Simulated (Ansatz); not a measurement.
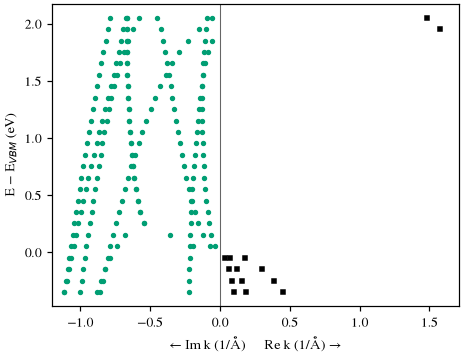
Fig. 1. Complex bands at the centre of the two-dimensional zone; Ansatz (an electronic-structure program) with r2SCAN

The gap is the functional's own. No spin-orbit coupling. Mid-gap values are those at the computed energy nearest the middle.

Question: This is GaP (F-43m, zinc blende, 2 atoms a cell, 20.3 Å³ an atom) along the normal of (110). Read off the slowest decay at the centre of the two-dimensional zone at 0.95 eV, the computed energy nearest the middle of the gap.

Answer: κ ≈ 0.12 1/Å, a decay length 1/(2κ) of the density of 4.1 Å.
